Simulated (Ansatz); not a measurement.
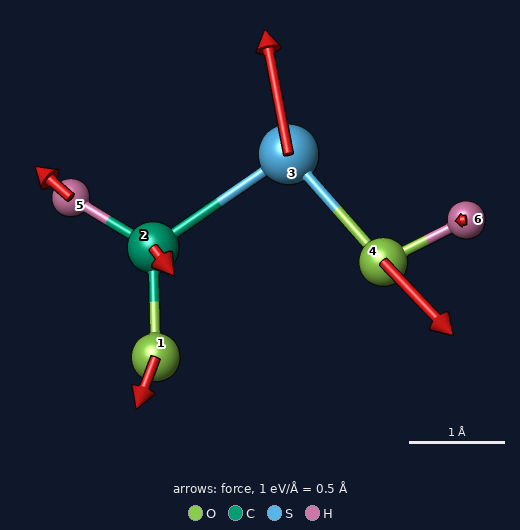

Starting geometry of CH2O2S with the computed forces as red arrows. Style: ball-and-stick. Shown at a tilt.

The run prepares an end point of a later path (torsion) calculation, from a guessed geometry.

Computed with RKS PBE/cc-pVDZ in Ansatz 0.2.0. (no spin polarisation; force threshold 0.015 eV/Å; at most 40 steps)

> What follows when this structure is relaxed?

It isn't relaxed: the largest force vector, on S3, is 2.86 eV/Å. The final displacements have little in common with the starting forces (cosine between the two patterns 0.06). The largest move after the best rigid fit is that of H6, 1.36 Å. By element the largest moves are H 1.36 Å, O 0.58 Å, S 0.34 Å, C 0.23 Å. Among the contacts that change: S3–O4 1.630 → 1.687 Å, C2–S3 1.734 → 1.765 Å, C2–H5 1.090 → 1.117 Å, O4–H6 0.985 → 1.012 Å. Bond angles that change, for instance: S3–O4–H6 105.8° → 99.8°. Groups turn about S3–O4 by about 180°. Over 26 accepted moves (33 points after the start) the energy falls by 50.8 kJ/mol. The largest force component goes from 2.1 to 0.0026 eV/Å. The line search rejected the trial steps at points 4, 9, 13, 18, 22, 32 of the run. 1 step only repeated the SCF at the same geometry. The run took of the order of 100 core-seconds on a shared host.
